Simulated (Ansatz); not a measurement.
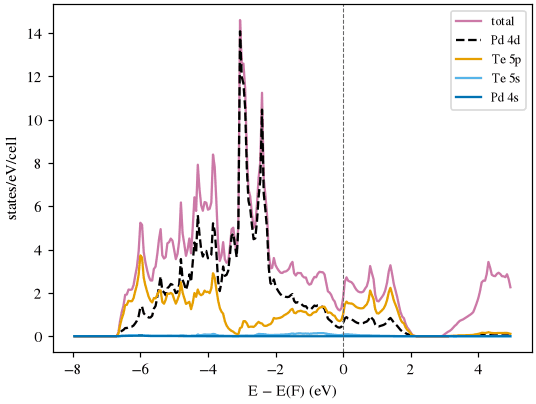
Fig. 1. Total and projected density of states of TePd (NiAs type, P6_3/mmc), DFT-r²SCAN in the program Ansatz with PAW potentials

Which orbitals carry the states next to the Fermi level?

Within 0.5 eV of the Fermi level: Te 5p 59 %, Pd 4d 33 %. Projections are on Löwdin-orthogonalised atomic valence shells; empty p or d shells of many metals are not among them.

Where is the tallest occupied peak in this window, and what makes it?

Near -3.0 eV, about 15 states/eV per cell; the largest projected share is Pd 4d.

The workflow started from a Materials Project entry (that database holds measured and hypothetical structures alike); the Crystallography Open Database files this formula in space group No. 194, but the cells were not matched. Whether it is the stable phase at ambient conditions was not checked. The r²SCAN relaxation kept the symmetry of its start; its stability against distortions is not shown here. No spin polarisation was allowed. Spin–orbit coupling is left out wherever it is not named.

Potentials: the later of the program's two PAW sets.
